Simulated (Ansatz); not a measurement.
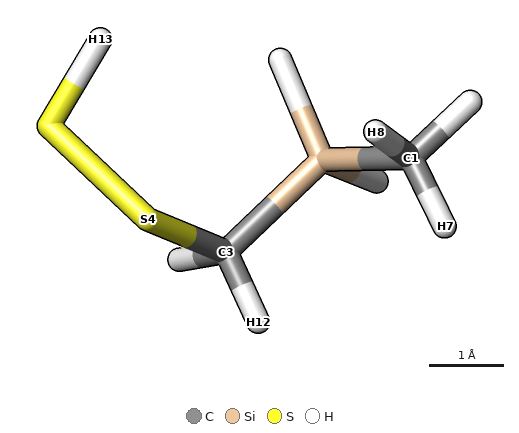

**Figure 1.** The input geometry (stick view, seen at a tilt; atoms are numbered from 1 in the order of the input). Bond lengths as drawn: C–H 1.06 to 1.15 Å, C–S 1.80 Å, C–Si 1.80 to 1.85 Å, H–S 1.39 Å, H–Si 1.50 to 1.51 Å and S–S 1.99 Å.

# C2H8S2Si: geometry relaxation (part 1 of 2)

C2H8S2Si, SMILES C[SiH2]CSS, computed with RKS r2SCANh-D4/6-31G (Ansatz 0.2.0).

It belongs to a series of runs on one base structure; here: end point A relaxed. Figures and captions count atoms from 1; the log counts them from 0 in places.

Input file:
```yaml
crystal:
  periodic: [false, false, false]
  atoms:
    - { symbol: C, position_ang: [-1.7279, -0.0244, 0.8283] }
    - { symbol: Si, position_ang: [0.0645, -0.1236, 0.894] }
    - { symbol: C, position_ang: [0.7566, -0.9757, -0.5945] }
    - { symbol: S, position_ang: [0.5669, -0.0004, -2.0998] }
    - { symbol: S, position_ang: [2.0607, 1.3159, -2.1316] }
    - { symbol: H, position_ang: [-2.172, 0.4957, 1.7263] }
    - { symbol: H, position_ang: [-2.2156, -0.9616, 0.7136] }
    - { symbol: H, position_ang: [-2.0559, 0.653, -0.0371] }
    - { symbol: H, position_ang: [0.4307, -0.8699, 2.1592] }
    - { symbol: H, position_ang: [0.6627, 1.2359, 1.0832] }
    - { symbol: H, position_ang: [1.8498, -1.1733, -0.4444] }
    - { symbol: H, position_ang: [0.321, -1.9405, -0.695] }
    - { symbol: H, position_ang: [1.479, 2.3341, -1.3872] }
basis:
  gaussian: { orbitals: "6-31G" }
hamiltonian:
  xc: r2scanh
  dispersion: d4
relax:
  f_tol: 0.015
  max_steps: 40
```

Command:
```bash
ansatz run input.yaml --threads 1 --pin off --max-ram 2048MiB --backend cpu --events-out ev --progress --plain --runs-dir out
```

What the program printed:
```
The last accepted step is kept in [file] (removed where the run ends without a failure and the disk answers)
Engine: ansatz 0.2.0, x86_64-unknown-linux-gnu
Functional definition: r2SCANh
  parameter a = 0.1
  parameter k0 = 0.174
  parameter k1 = 0.065
  parameter a1 = 4.9479
  exchange = (1 - a)*r2scan_x(k0 = k0, k1 = k1, a1 = a1) + a*exact_x
  correlation = r2scan_c
1001 factors; integrals over basis functions are off by at most 1.7e-4 eV
mean field evaluation 1: about -31737.9199 eV, gradient 5.0e1 eV
mean field evaluation 2: about -31734.4957 eV, gradient 5.8e1 eV
mean field evaluation 4: about -31743.9006 eV, gradient 2.5e0 eV
mean field evaluation 8: about -31743.9100 eV, gradient 8.6e-2 eV
mean field -31743.91001317 eV, -1166.5671761890 hartree, gradient 8.4e-5 eV, S^2 0.000000; 0 other end points of the search recorded, 0 dependent functions left out
the calculation of the forces begins
reference -31743.91002204 eV, -1166.5671765151 hartree; 33, 33 occupied and 40, 40 virtual orbitals, 1001 factors
relax step   1: F+E_penalty+E_count = -31744.00602823 eV  Δ(F+E_penalty+E_count) = +0.000e0 eV  max|allowed force component| = 4.082e0 eV/Å  Δτ_max = 0.0000 Å  (24 SCF iters, accepted)
these checks for a lower state are left out or cut short: starts, cluster_reference, orbital_swaps, neighbouring_geometries, increment
1001 factors; integrals over basis functions are off by at most 1.6e-4 eV
mean field evaluation 16: about -31744.3551 eV, gradient 8.4e0 eV
mean field -31744.72087648 eV, -1166.5969748659 hartree, gradient 8.2e-6 eV, S^2 0.000000; 0 other end points of the search recorded, 0 dependent functions left out
the calculation of the forces begins
reference -31744.72088552 eV, -1166.5969751981 hartree; 33, 33 occupied and 40, 40 virtual orbitals, 1001 factors
relax step   2: F+E_penalty+E_count = -31744.81601543 eV  Δ(F+E_penalty+E_count) = -8.100e-1 eV  max|allowed force component| = 1.303e0 eV/Å  Δτ_max = 0.1942 Å  (27 SCF iters, accepted)
these checks for a lower state are left out or cut short: starts, cluster_reference, orbital_swaps, neighbouring_geometries, increment
1001 factors; integrals over basis functions are off by at most 1.6e-4 eV
mean field -31744.80687994 eV, -1166.6001354350 hartree, gradient 1.2e-5 eV, S^2 0.000000; 0 other end points of the search recorded, 0 dependent functions left out
the calculation of the forces begins
reference -31744.80688909 eV, -1166.6001357712 hartree; 33, 33 occupied and 40, 40 virtual orbitals, 1001 factors
relax step   3: F+E_penalty+E_count = -31744.90066628 eV  Δ(F+E_penalty+E_count) = -8.465e-2 eV  max|allowed force component| = 6.846e-1 eV/Å  Δτ_max = 0.1583 Å  (26 SCF iters, accepted)
these checks for a lower state are left out or cut short: starts, cluster_reference, orbital_swaps, neighbouring_geometries, increment
1001 factors; integrals over basis functions are off by at most 1.6e-4 eV
mean field evaluation 32: about -31744.8324 eV, gradient 1.2e-1 eV
mean field -31744.83252111 eV, -1166.6010777305 hartree, gradient 6.5e-6 eV, S^2 0.000000; 0 other end points of the search recorded, 0 dependent functions left out
the calculation of the forces begins
reference -31744.83253014 eV, -1166.6010780625 hartree; 33, 33 occupied and 40, 40 virtual orbitals, 1001 factors
relax step   4: F+E_penalty+E_count = -31744.92786606 eV  Δ(F+E_penalty+E_count) = -2.720e-2 eV  max|allowed force component| = 2.319e-1 eV/Å  Δτ_max = 0.2000 Å  (26 SCF iters, accepted)
these checks for a lower state are left out or cut short: starts, cluster_reference, orbital_swaps, neighbouring_geometries, increment
1001 factors; integrals over basis functions are off by at most 1.6e-4 eV
mean field -31744.82401313 eV, -1166.6007650679 hartree, gradient 1.9e-5 eV, S^2 0.000000; 0 other end points of the search recorded, 0 dependent functions left out
the calculation of the forces begins
reference -31744.82402223 eV, -1166.6007654024 hartree; 33, 33 occupied and 40, 40 virtual orbitals, 1001 factors
relax step   5: F+E_penalty+E_count = -31744.91842715 eV  Δ(F+E_penalty+E_count) = +9.439e-3 eV  max|allowed force component| = 3.151e-1 eV/Å  Δτ_max = 0.1242 Å  (26 SCF iters, rejected (line search))
these checks for a lower state are left out or cut short: starts, cluster_reference, orbital_swaps, neighbouring_geometries, increment
1001 factors; integrals over basis functions are off by at most 1.6e-4 eV
mean field -31744.84464434 eV, -1166.6015232508 hartree, gradient 8.7e-6 eV, S^2 0.000000; 0 other end points of the search recorded, 0 dependent functions left out
the calculation of the forces begins
reference -31744.84465340 eV, -1166.6015235841 hartree; 33, 33 occupied and 40, 40 virtual orbitals, 1001 factors
relax step   6: F+E_penalty+E_count = -31744.93951076 eV  Δ(F+E_penalty+E_count) = -1.164e-2 eV  max|allowed force component| = 4.992e-2 eV/Å  Δτ_max = 0.0603 Å  (28 SCF iters, accepted)
these checks for a lower state are left out or cut short: starts, cluster_reference, orbital_swaps, neighbouring_geometries, increment
1001 factors; integrals over basis functions are off by at most 1.6e-4 eV
mean field -31744.84574686 eV, -1166.6015637678 hartree, gradient 7.0e-6 eV, S^2 0.000000; 0 other end points of the search recorded, 0 dependent functions left out
the calculation of the forces begins
reference -31744.84575595 eV, -1166.6015641020 hartree; 33, 33 occupied and 40, 40 virtual orbitals, 1001 factors
relax step   7: F+E_penalty+E_count = -31744.94039378 eV  Δ(F+E_penalty+E_count) = -8.830e-4 eV  max|allowed force component| = 5.492e-2 eV/Å  Δτ_max = 0.0707 Å  (27 SCF iters, accepted)
these checks for a lower state are left out or cut short: starts, cluster_reference, orbital_swaps, neighbouring_geometries, increment
1001 factors; integrals over basis functions are off by at most 1.6e-4 eV
mean field evaluation 64: about -31744.8459 eV, gradient 8.8e-6 eV
mean field -31744.84589892 eV, -1166.6015693560 hartree, gradient 8.8e-6 eV, S^2 0.000000; 0 other end points of the search recorded, 0 dependent functions left out
the calculation of the forces begins
reference -31744.84590802 eV, -1166.6015696902 hartree; 33, 33 occupied and 40, 40 virtual orbitals, 1001 factors
relax step   8: F+E_penalty+E_count = -31744.94059435 eV  Δ(F+E_penalty+E_count) = -2.006e-4 eV  max|allowed force component| = 3.154e-2 eV/Å  Δτ_max = 0.0193 Å  (28 SCF iters, accepted)
these checks for a lower state are left out or cut short: starts, cluster_reference, orbital_swaps, neighbouring_geometries, increment
1001 factors; integrals over basis functions are off by at most 1.6e-4 eV
mean field -31744.84597498 eV, -1166.6015721509 hartree, gradient 1.3e-5 eV, S^2 0.000000; 0 other end points of the search recorded, 0 dependent functions left out
the calculation of the forces begins
reference -31744.84598407 eV, -1166.6015724850 hartree; 33, 33 occupied and 40, 40 virtual orbitals, 1001 factors
relax step   9: F+E_penalty+E_count = -31744.94070667 eV  Δ(F+E_penalty+E_count) = -1.123e-4 eV  max|allowed force component| = 5.248e-3 eV/Å  Δτ_max = 0.0048 Å  (22 SCF iters, accepted)
```

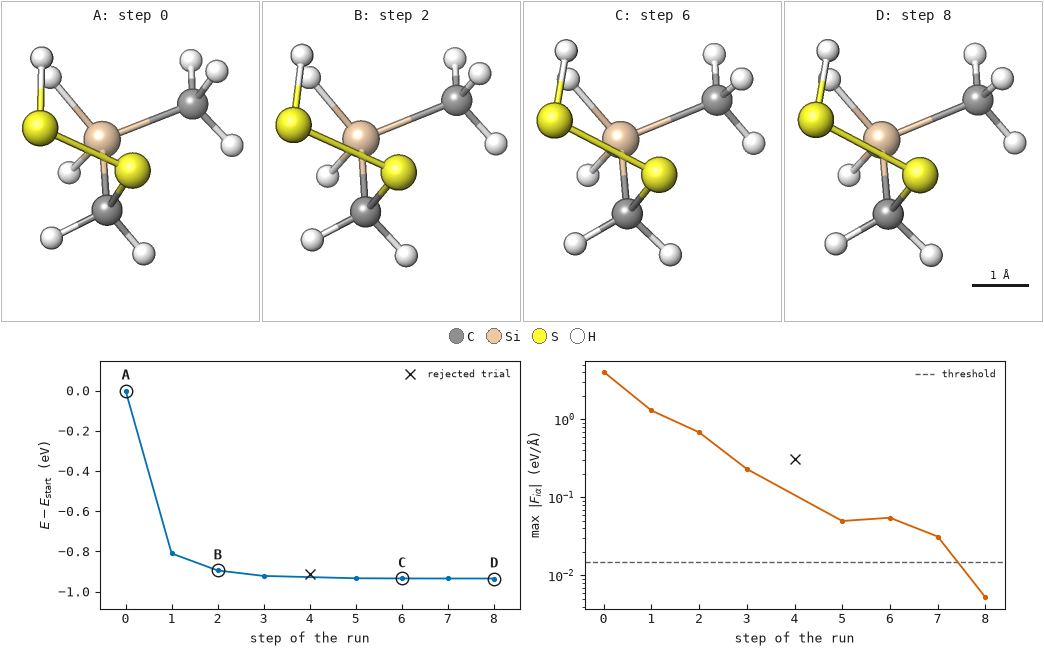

**Figure 2.** Frames of the relaxation (ball-and-stick view, seen at a tilt) above the curves, on which the letters mark them (the first geometry is step 0 here and step 1 in the log).

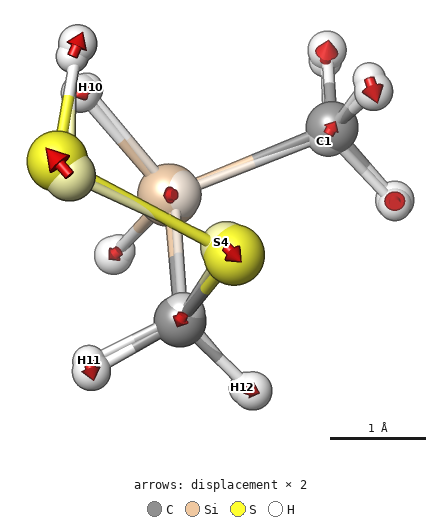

**Figure 3.** Start (faint) and end (solid) with the displacements as red arrows, magnified 2 times (ball-and-stick view, seen at a tilt). The two geometries are laid on each other by the best rigid fit. The atom that moves furthest after the best rigid fit is S5 (0.20 Å). Largest moves by element: S 0.20 Å, H 0.15 Å, Si 0.08 Å, C 0.08 Å. Among the contacts that change: S4–S5 1.991 → 2.233 Å, C1–Si2 1.796 → 1.902 Å, C3–S4 1.804 → 1.898 Å, Si2–C3 1.850 → 1.916 Å. Among the angles that change: S4–C3–H12 111.6° → 103.6°, C3–S4–S5 107.0° → 101.0°, H6–C1–H8 102.5° → 108.4°. Over 8 geometry steps the energy falls by 0.935 eV. Largest force component: 4.1 eV/Å at the start, 0.0052 eV/Å at the end. The line search rejected the trial step at point 4 (counted from 0) and went back. (Atoms are counted from 1 in the order of the input.)

```
1001 factors; integrals over basis functions are off by at most 1.6e-4 eV
mean field -31744.84597498 eV, -1166.6015721509 hartree, gradient 1.3e-5 eV, S^2 0.000000; 1 other end points of the search recorded, 0 dependent functions left out
the calculation of the forces begins
reference -31744.84598407 eV, -1166.6015724850 hartree; 33, 33 occupied and 40, 40 virtual orbitals, 1001 factors
Total energy: -31744.94071576 eV, -1166.6050538107 hartree
Atom 0 at    -1.783636     0.035721     0.819136 Å, force    -0.003627    -0.000420    -0.000829 eV/Å
Atom 1 at     0.105881    -0.128633     0.967663 Å, force     0.003765     0.002304     0.005248 eV/Å
Atom 2 at     0.798755    -1.041792    -0.567787 Å, force     0.002737    -0.002011    -0.002658 eV/Å
Atom 3 at     0.530244    -0.085177    -2.185387 Å, force     0.002159    -0.000881     0.001749 eV/Å
Atom 4 at     2.119752     1.475140    -2.024998 Å, force    -0.001636    -0.002689    -0.002060 eV/Å
Atom 5 at    -2.193402     0.624095     1.644562 Å, force     0.001405    -0.000303    -0.001278 eV/Å
Atom 6 at    -2.260568    -0.948707     0.830803 Å, force    -0.000895    -0.000685     0.000527 eV/Å
Atom 7 at    -2.041779     0.532160    -0.120774 Å, force    -0.001465     0.001637    -0.000674 eV/Å
Atom 8 at     0.489053    -0.907986     2.197757 Å, force     0.000109     0.000526    -0.000618 eV/Å
Atom 9 at     0.751500     1.226691     1.047770 Å, force     0.000072     0.000425     0.000943 eV/Å
```
